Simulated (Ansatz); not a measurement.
# BH2NaS: functionals against CCSD(T) at one geometry

How do the functionals fare away from a minimum? The structure is a frame of a short trajectory.

Computed with Ansatz 0.2.0, Gaussian basis. Level: single points in def2-TZVPP.

Correlated methods freeze the cores. The outer core shell of Li, Na, Mg and K is correlated.

1 further run of the same task is left out (it didn't finish).

### 1 The starting structure

SMILES `B[S][Na]`, 5 atoms, charge 0, spin multiplicity 1.

Atoms are counted from 1 here; the program's logs count them from 0.

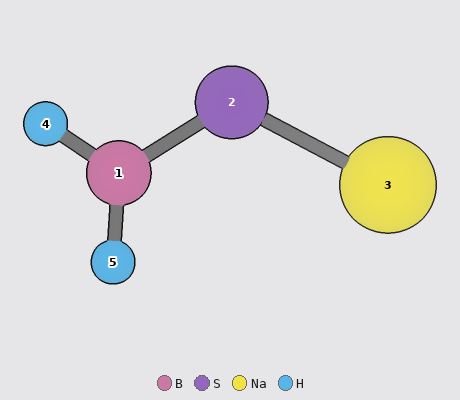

The starting geometry (boron pink, sulfur purple, sodium yellow, hydrogen blue); atoms are numbered from 1 in the order of the file.

Geometry (Å):

```xyz
5

B     0.23066    0.43589   -0.68457
S     0.52709   -0.87354    0.47412
Na   -0.99623   -1.24208    2.28647
H     0.85205    0.33856   -1.67848
H    -0.59924    1.27768   -0.57952
```

### 2 PBE-D4/def2-TZVPP

The input, run/in.yaml:

```yaml
crystal:
  periodic: [false, false, false]
  atoms:
    - {symbol: B, position_ang: [0.230658, 0.435887, -0.684572]}
    - {symbol: S, position_ang: [0.527095, -0.873541, 0.474118]}
    - {symbol: Na, position_ang: [-0.996230, -1.242078, 2.286473]}
    - {symbol: H, position_ang: [0.852048, 0.338564, -1.678479]}
    - {symbol: H, position_ang: [-0.599241, 1.277680, -0.579522]}
basis:
  gaussian: {orbitals: def2-TZVPP}
hamiltonian: {xc: pbe, dispersion: d4}
output: {forces: true}
```

The run is started by

```bash
$ ansatz run in.yaml --threads 2 --pin off --events-out ev --progress --plain --max-ram 3481MiB
```

### 3 r2SCAN-D4/def2-TZVPP

Edit run/in.yaml of step 2 so:

```diff
@@ -10,3 +10,3 @@
   gaussian: {orbitals: def2-TZVPP}
-hamiltonian: {xc: pbe, dispersion: d4}
+hamiltonian: {xc: r2scan, dispersion: d4}
 output: {forces: true}
```

### 4 PBE0-D4/def2-TZVPP

Edit run/in.yaml of step 3 so:

```diff
@@ -10,3 +10,3 @@
   gaussian: {orbitals: def2-TZVPP}
-hamiltonian: {xc: r2scan, dispersion: d4}
-output: {forces: true}
+hamiltonian: {xc: pbe0, dispersion: d4}
+output: {forces: true, orbitals: {seedname: orbitals}}
```

### 5 wB97M-V/def2-TZVPP

Edit run/in.yaml of step 4 so:

```diff
@@ -10,3 +10,3 @@
   gaussian: {orbitals: def2-TZVPP}
-hamiltonian: {xc: pbe0, dispersion: d4}
-output: {forces: true, orbitals: {seedname: orbitals}}
+hamiltonian: {xc: {name: wB97M-V}}
+output: {forces: true}
```

### 6 CCSD(T)/def2-TZVPP

Edit run/in.yaml of step 5 so:

```diff
@@ -10,3 +10,3 @@
   gaussian: {orbitals: def2-TZVPP}
-hamiltonian: {xc: {name: wB97M-V}}
+correlation: {method: ccsd_t}
 output: {forces: true}
```

(Steps that only read results are left out.)

**Question.** What will these runs give? Wanted: energy less free atoms, CCSD(T)/def2-TZVPP; RMS force component; RMS force error; HOMO and LUMO, PBE0-D4; T1 diagnostic.

The runs gave:

| quantity | value |
| --- | --- |
| energy less free atoms, CCSD(T)/def2-TZVPP | -1399.8 kJ/mol |
| RMS force component | 0.354 to 0.406 eV/Å over the methods |
| RMS force error | PBE-D4 0.090, r2SCAN-D4 0.051, PBE0-D4 0.084, wB97M-V 0.071 eV/Å |
| HOMO and LUMO, PBE0-D4 | -5.41 and -1.76 eV |
| T1 diagnostic | 0.014 |

Against CCSD(T) the functionals' energies less atoms differ by -60.8 to -43.1 kJ/mol, PBE-D4 by -59.9 kJ/mol. CCSD(T) in triple zeta still lacks some correlation energy of the bonds, so part of these gaps is its own basis error and they don't rank the functionals. On forces the order runs from r2SCAN-D4 to PBE-D4. Frozen-core CCSD(T) forces in triple zeta carry basis errors of their own, and this is one geometry, so small gaps rank nothing.
